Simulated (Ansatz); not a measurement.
C2H3N···H (doublet)

```xyz
7

H    -0.9115    0.5916   -0.2094
C     0.3335    0.3156    0.1108
C     0.4857   -1.0967    0.0613
N     0.5723   -2.2456    0.0109
H    -1.8053    0.8400   -0.4361
H     0.4248    0.7412    1.1071
H     0.9004    0.8539   -0.6448
```

A transition-state structure; geometry: PBE0-D4/def2-TZVP.

Level of theory: Ansatz 0.2.0, UKS PBE0-D4/def2-TZVPP.

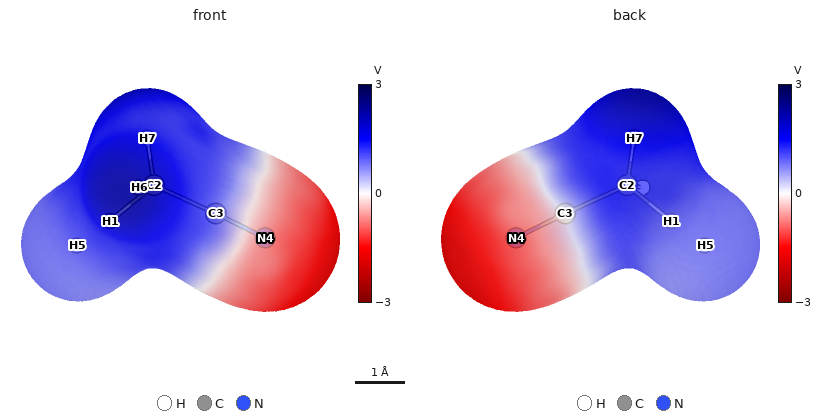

Figure 1. The electrostatic potential painted on the density surface at 0.004 e/bohr³, seen from the front and from behind; the colour scale runs from red (negative) to blue (positive).

Which sites attract a positive test charge, and which a negative one?

Answer. A positive charge is drawn to the negative regions and a negative charge to the positive ones. The most negative region (about −1.9 V) lies over N4, the most positive (about +2.3 V) over H6 and H7. N4 is the likeliest acceptor of a hydrogen bond.

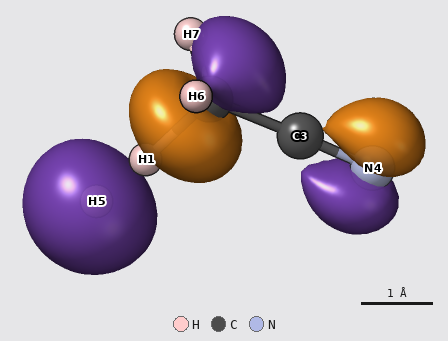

Figure 2. The HOMO (α) at ±0.15 Å⁻³ᐟ² (orange and purple are the two phases), seen at a tilt.

Describe this orbital and give its energy.

Answer. By Hirshfeld shares it lies mainly on H5 (about 35 %), C2 (about 30 %), N4 (about 15 %), H1 (about 10 %) and C3 (about 5 %). Its energy is −7.37 eV.

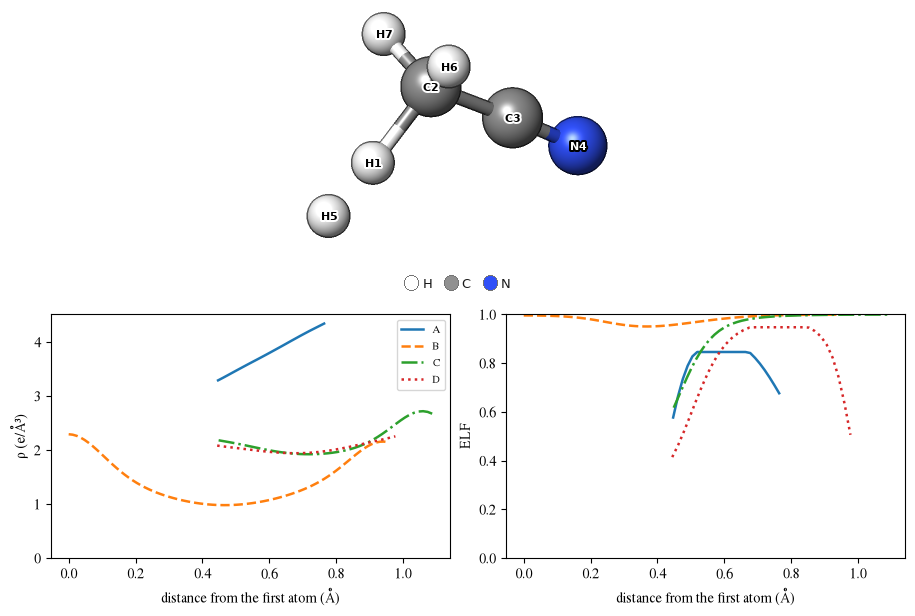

Figure 3. Electron density and electron localisation function along straight lines between neighbouring atoms. The curves leave out the atomic cores. The structure is drawn too.

Which curve belongs to which contact (C–C, C–H, C–N and H–H)? The first atom named is at distance zero.

Answer. Curve A: C–N (1.15 Å): the density is about 3.7 e/Å³ at the midpoint; the ELF peaks at about 0.85 between the atoms: a multiple bond. Curve B: H1···H5 (0.95 Å): the density falls to about 0.98 e/Å³ on the way; the ELF is about 0.95 at the midpoint. Curve C: C–H (1.09 Å): the density is about 2.1 e/Å³ at the midpoint; the ELF climbs to about 1 towards the hydrogen, as it does in any bond to H: a covalent bond by its length. Curve D: C–C (1.42 Å): the density is about 1.9 e/Å³ at the midpoint; the ELF peaks at about 0.95 between the atoms, as expected for localised, covalent bonding.
